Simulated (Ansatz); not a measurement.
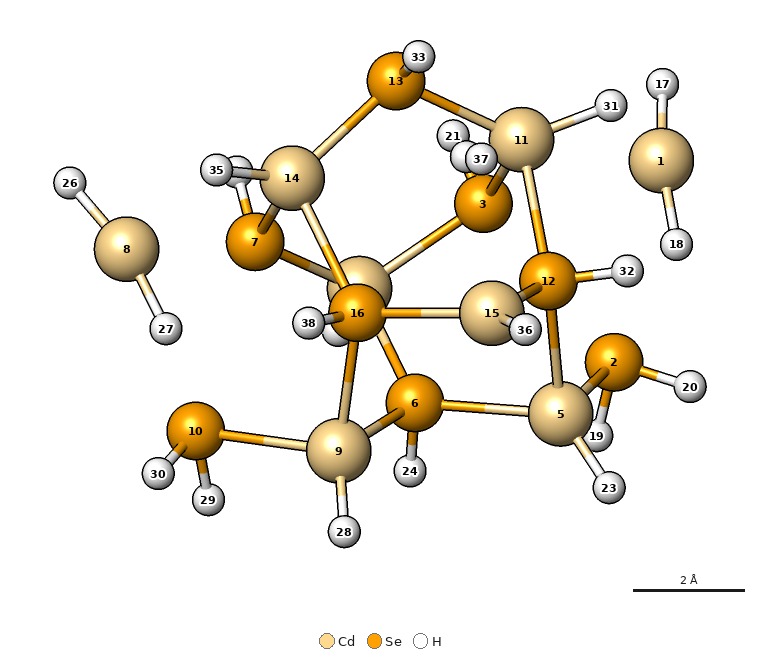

Fig. 1: The input geometry (ball-and-stick view, seen at a tilt; atoms are numbered from 1 in the order of the input). Sticks mark near contacts. Bond lengths as drawn: Cd–H 1.67 to 1.73 Å, Cd–Se 2.64 to 2.94 Å, H–H 0.76 Å and H–Se 1.47 to 1.49 Å.

Run report: Cd8H22Se8, single-point calculation

Cd8H22Se8 (Cd8Se8 wurtzite off sphere), computed with RKS PBE0-D4/def2-TZVP (Ansatz 0.2.0).

The geometry comes from this level: r2SCAN-D4/def2-SVP.

### The program's output
```
Functional definition: PBE0
  name "PBE0"
  cite "Adamo & Barone, J. Chem. Phys. 110, 6158 (1999) doi:10.1063/1.478522"
  cite "Perdew, Burke & Ernzerhof, Phys. Rev. Lett. 77, 3865 (1996) doi:10.1103/PhysRevLett.77.3865"
  parent pbe
  parameter a = 0.25
  parameter kappa = 0.804
  parameter beta = 0.06672455060314922
  exchange = (1 - a)*pbe_x(kappa = kappa, mu = beta*pi^2/3) + a*exact_x
  correlation = pbe_c(beta = beta)
these checks for a lower state are left out or cut short: starts
4564 factors; integrals over basis functions are off by at most 5.5e-1 eV
mean field evaluation 1: about -559614.4684 eV, gradient 3.2e2 eV
mean field evaluation 2: about -559617.3813 eV, gradient 7.3e0 eV
mean field evaluation 4: about -559617.5458 eV, gradient 1.5e-1 eV
mean field evaluation 8: about -559617.5460 eV, gradient 1.4e-5 eV
mean field -559617.54599936 eV, -20565.5654930797 hartree, gradient 1.4e-5 eV, S^2 0.000000; 0 other end points of the search recorded, 0 dependent functions left out
reference -559617.54608744 eV, -20565.5654963167 hartree; 227, 227 occupied and 609, 609 virtual orbitals, 4564 factors
Total energy: -559619.94498812 eV, -20565.6536542906 hartree
Checks for a lower state left out: starts
```

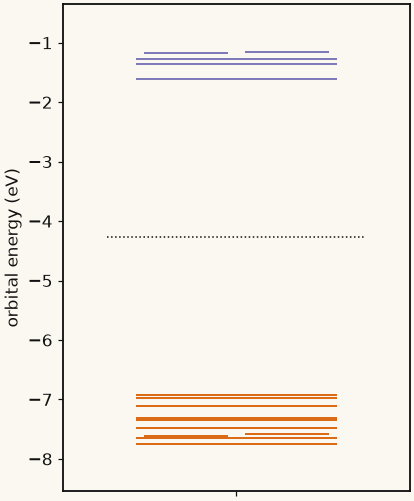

Fig. 2: Orbital energies near the frontier; the dotted line parts filled from empty levels, and levels within 0.02 eV of each other stand side by side. Highest filled −6.93 eV, lowest empty −1.61 eV, 5.32 eV apart.

The run was set up as follows.

### Input file
```yaml
crystal:
  periodic: [false, false, false]
  atoms:
    - {symbol: Cd, position_ang: [2.639715, -4.485078, -1.626112]}
    - {symbol: Se, position_ang: [0.059408, -4.658843, 1.145669]}
    - {symbol: Se, position_ang: [-0.079917, -2.606138, -1.956579]}
    - {symbol: Cd, position_ang: [-2.455009, -1.420246, -1.325415]}
    - {symbol: Cd, position_ang: [0.474301, -2.219319, 2.641794]}
    - {symbol: Se, position_ang: [-1.646311, -0.947634, 1.458553]}
    - {symbol: Se, position_ang: [-2.313058, 1.228275, -1.949893]}
    - {symbol: Cd, position_ang: [-2.557775, 4.529541, -1.606246]}
    - {symbol: Cd, position_ang: [-1.685128, 1.520164, 2.650747]}
    - {symbol: Se, position_ang: [-4.000139, 2.397765, 1.151238]}
    - {symbol: Cd, position_ang: [2.283364, -1.258272, -1.921984]}
    - {symbol: Se, position_ang: [2.204547, -0.873709, 0.952792]}
    - {symbol: Se, position_ang: [1.729822, 1.000306, -3.179423]}
    - {symbol: Cd, position_ang: [0.038253, 2.593795, -1.912836]}
    - {symbol: Cd, position_ang: [2.654422, 1.526700, 2.066934]}
    - {symbol: Se, position_ang: [0.344921, 2.339891, 0.957772]}
    - {symbol: H, position_ang: [2.715147, -5.084991, -3.193452]}
    - {symbol: H, position_ang: [2.568162, -4.264828, 0.066599]}
    - {symbol: H, position_ang: [-1.097620, -4.987141, 2.016775]}
    - {symbol: H, position_ang: [0.963635, -5.413330, 2.027707]}
    - {symbol: H, position_ang: [-0.248606, -2.570941, -3.418601]}
    - {symbol: H, position_ang: [-3.916268, -2.290253, -1.305725]}
    - {symbol: H, position_ang: [0.790934, -2.520472, 4.276039]}
    - {symbol: H, position_ang: [-2.730720, -1.576765, 2.229044]}
    - {symbol: H, position_ang: [-2.360430, 1.064408, -3.412301]}
    - {symbol: H, position_ang: [-3.047608, 4.907880, -3.167500]}
    - {symbol: H, position_ang: [-2.382936, 4.352700, 0.084087]}
    - {symbol: H, position_ang: [-1.786419, 1.942109, 4.285720]}
    - {symbol: H, position_ang: [-4.862554, 1.566206, 2.029095]}
    - {symbol: H, position_ang: [-4.191963, 3.561124, 2.031491]}
    - {symbol: H, position_ang: [3.636392, -2.328984, -2.029203]}
    - {symbol: H, position_ang: [3.435435, -1.598765, 1.303413]}
    - {symbol: H, position_ang: [2.987688, 1.735706, -2.963712]}
    - {symbol: H, position_ang: [3.651038, 2.117939, -0.552190]}
    - {symbol: H, position_ang: [-0.203631, 4.302067, -2.038309]}
    - {symbol: H, position_ang: [3.820570, 2.204687, 3.059643]}
    - {symbol: H, position_ang: [4.228659, 2.444950, -0.179043]}
    - {symbol: H, position_ang: [0.339698, 3.769485, 1.303414]}
basis:
  gaussian: {orbitals: def2-TZVP, fitting: {mean_field: def2-universal-jkfit}, initial_orbitals: start.molden}
hamiltonian: {xc: pbe0, dispersion: d4}
scf: {omitted_lower_state_checks: [starts]}
output: {orbitals: {seedname: orbitals}}
```

Run as:
```bash
ansatz run in.yaml --threads 4 --pin off --events-out ev --progress --plain --max-ram 66560MiB --backend cuda --devices 0, --max-vram 37GiB
```

### Results in brief

```csv
quantity,value
outcome,converged
total energy,−559619.9450 eV
mean-field energy,−559617.5461 eV
dispersion energy,−2.3989 eV
SCF solution under orbital rotations,stable
HOMO,−6.93 eV
LUMO,−1.61 eV
hardware,"4 CPU threads, shared host"
wall time,12 s (CPU time 16 s)
peak memory,1.3 GiB
```
